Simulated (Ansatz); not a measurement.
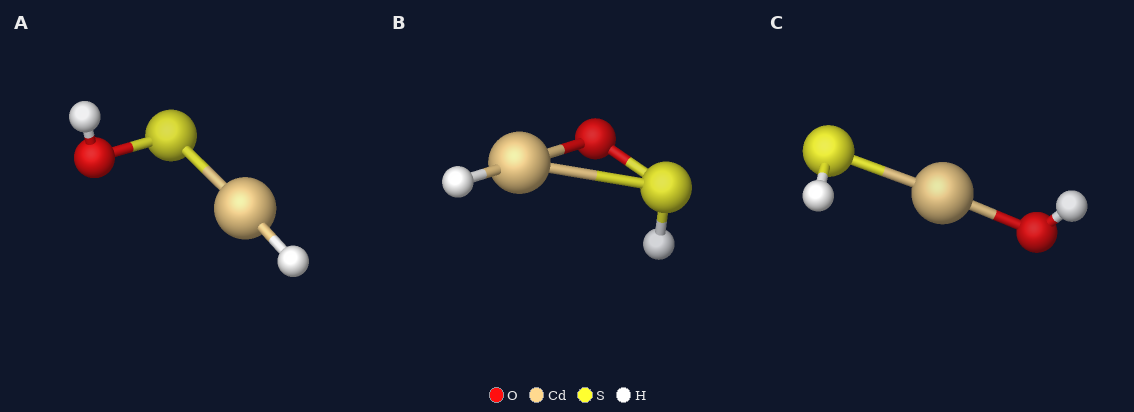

3 stationary structures of one formula. Geometries: PBE-D4/def2-SVP. Electronic energies: PBE-D4/def2-SVP (Ansatz 0.2.0), without zero-point energy. No frequency run is at hand to confirm each as a minimum.

Which is lowest in energy, and by how much?

Answer. C is lowest; A lies 140.7 kJ/mol above it (C1), B lies 187.8 kJ/mol above it (C1).
